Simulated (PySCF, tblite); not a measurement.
# C5H12ClSi radical: geometry, infrared bands and EPR parameters

Wanted: the infrared bands and EPR parameters of C5H12ClSi radical (`C[SiH2][C](C)CCCl`), by calculation.

Programs: tblite 0.8.0 and PySCF 2.14.0, with density-fitted response routines of our own. Each step states its level of theory. These are calculated values for one molecule in the gas phase, unless marked as measured. Atoms count from 0, in the outputs and in this text.

### Step 1. The starting structure

19 atoms, charge 0, multiplicity 2; geometry from: force field or distance geometry start.

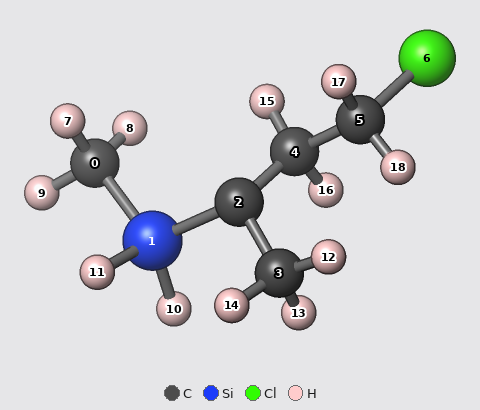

As it starts; carbon dark grey, silicon blue, chlorine green, hydrogen pink, atoms numbered; sticks join atoms by distance.

### Step 2. Relaxing the molecule with GFN2-xTB

What the job is given:

```
{"job": {"kind": "relax", "xc": "GFN2-xTB", "basis": "xTB"}, "charge": 0, "multiplicity": 2}
C     -2.223600     1.645000     0.561600
Si    -1.726200    -0.075900     0.104600
C      0.055600    -0.476200     0.479500
C      0.281300    -1.884300     0.009000
C      1.053900     0.460100    -0.063600
C      2.460600     0.099600     0.345500
Cl     3.655600     1.264700    -0.343200
H     -2.143200     1.796300     1.673900
H     -1.634300     2.434500     0.055200
H     -3.337400     1.756800     0.346700
H     -2.102700    -0.480500    -1.251500
H     -2.512300    -0.960900     1.028200
H      1.277600    -2.257200     0.257900
H      0.082300    -1.927300    -1.080100
H     -0.513600    -2.505400     0.518700
H      0.874900     1.537300     0.159400
H      1.055300     0.351300    -1.188100
H      2.617500     0.121400     1.449400
H      2.768800    -0.889800    -0.040200
```

The run is started by

```
$ OMP_NUM_THREADS=1 python probes_run.py task.json out
```

The driver reads the jobs from task.json and runs them one after another.

**Question.** This job is followed by: GFN2-xTB harmonic vibrations, gas phase; UKS B3LYP, pcH-1 on C Cl H Si, non-relativistic, mean-field spin-orbit, GIAO. What will the session give for the following? strongest single infrared mode (GFN2-xTB); zero-point energy (GFN2-xTB); g(iso) (B3LYP); ⟨S²⟩; largest a(iso) (averaged by class); potential on the surface of density 0.002 e/bohr³, 1st and 99th percentile.

The runs gave:

| quantity | value |
| --- | --- |
| strongest single infrared mode (GFN2-xTB) | 2122 cm⁻¹, 331 km/mol |
| zero-point energy (GFN2-xTB) | 94.6 kcal/mol |
| g(iso) (B3LYP) | 2.00284 |
| ⟨S²⟩ | 0.754 (exact 0.75) |
| largest a(iso) (averaged by class) | 13C on C5, 100.6 MHz |
| potential on the surface of density 0.002 e/bohr³, 1st and 99th percentile | -0.72 V and 1.06 V |

Relaxing lowered the energy by 0.767 eV in 224 steps; the close pair that moved most is C0–H9, from 1.140 to 1.085 Å. No mode is imaginary among the 51: a minimum at this level. The strongest single mode, at 2122 cm⁻¹, moves mainly H11. Unscaled tight-binding wavenumbers are off by several per cent, some by more. Its intensities can rank the bands wrongly. Most of the unpaired spin sits on C2 (0.96 e). The isotropic g lies 0.5 ppt above the free-electron value. These values are for one conformer; the search (at its own cheap level) found 2 more, at 0.62, 0.65 kcal/mol, and measured spectra average over such forms.
